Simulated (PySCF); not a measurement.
## Electronic structure of C₃H₇FSi in real space

```xyz
12

C     1.9186   -0.6018   -0.1351
Si    0.1607   -0.7093   -0.6561
C    -0.7905    0.8913   -0.5431
C    -1.2123   -0.1269    0.4915
F    -2.5265   -0.5165    0.3199
H     2.5172   -0.1173   -0.8908
H     1.9438    0.1179    0.7565
H     2.4047   -1.5318    0.1096
H    -0.1769   -1.9121   -1.5876
H    -0.2864    1.7945   -0.1550
H    -1.5197    1.2129   -1.2707
H    -0.9145    0.0836    1.4950
```

Geometry: GFN2-xTB, MD frame at 250 fs, 200 K.

Method: PySCF 2.14.0, PBE0/pcSseg-1, SCF density, gas phase, non-relativistic.

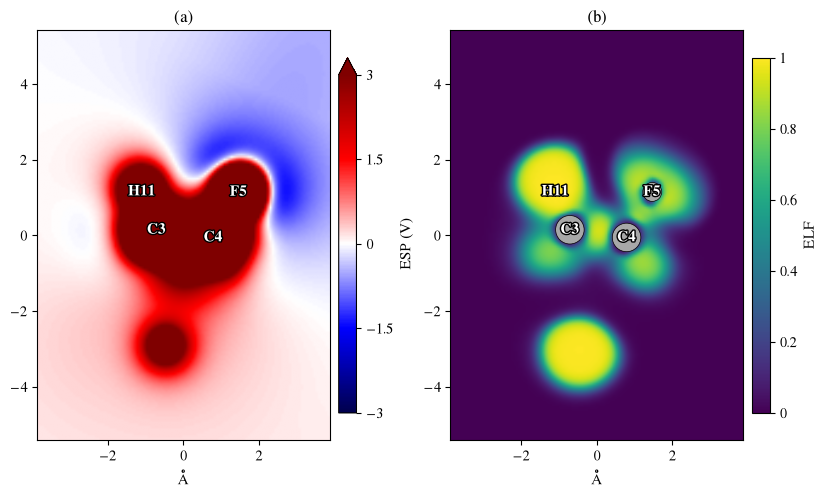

Figure 1. (a) molecular electrostatic potential; (b) ELF on the plane of atoms C4, C3 and H11. Grey discs cover the atomic cores in the ELF map.

Q: Describe what can be read from this map.

A: Atoms in the plane: C, F and H.
C–F (1.38 Å): the ELF peaks at about 0.85 between the atoms, as expected for a polar covalent bond.
C–C (1.51 Å): the ELF peaks at about 0.95 between the atoms: a shared electron pair.
C–H (1.08 Å): the ELF climbs to about 1 towards the hydrogen, as it does in any bond to H (an ordinary covalent bond to hydrogen).
The ELF also peaks beside F5, away from the bonds: lone-pair regions.
Outside the dense part of the molecule the potential is most negative (−1.4 V) near F5.

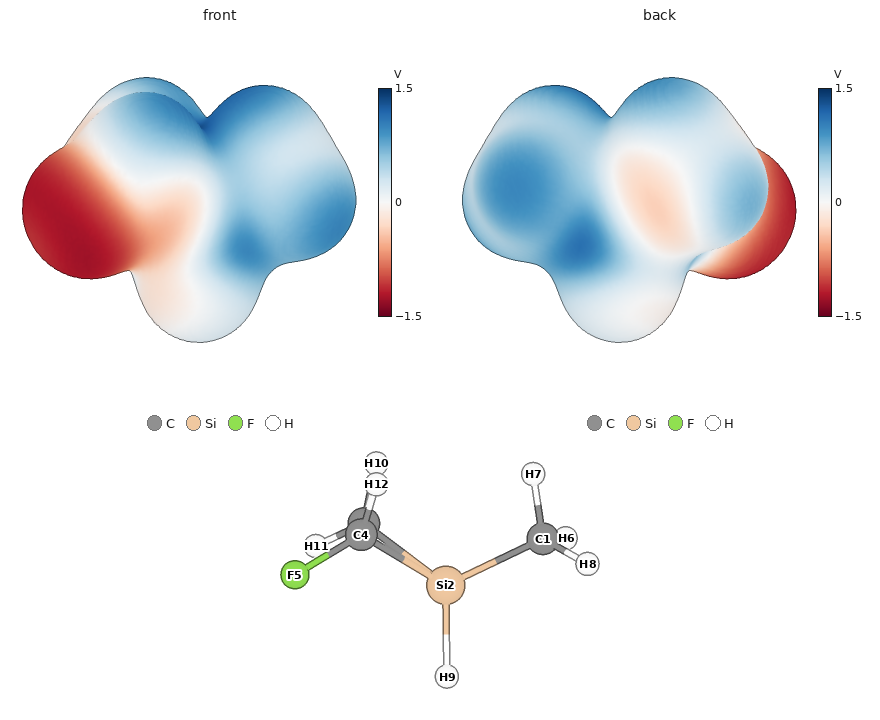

Figure 2. The electrostatic potential painted on the density surface at 0.002 e/bohr³, seen from the front and from behind; the colour scale runs from red (negative) to blue (positive). The bare structure is drawn below in the same view.

Q: Which sites attract a positive test charge, and which a negative one?

A: A positive charge is drawn to the negative regions and a negative charge to the positive ones. The most negative region (about −1.3 V) lies over F5, the most positive (about +1.2 V) over the C, H and Si atoms.
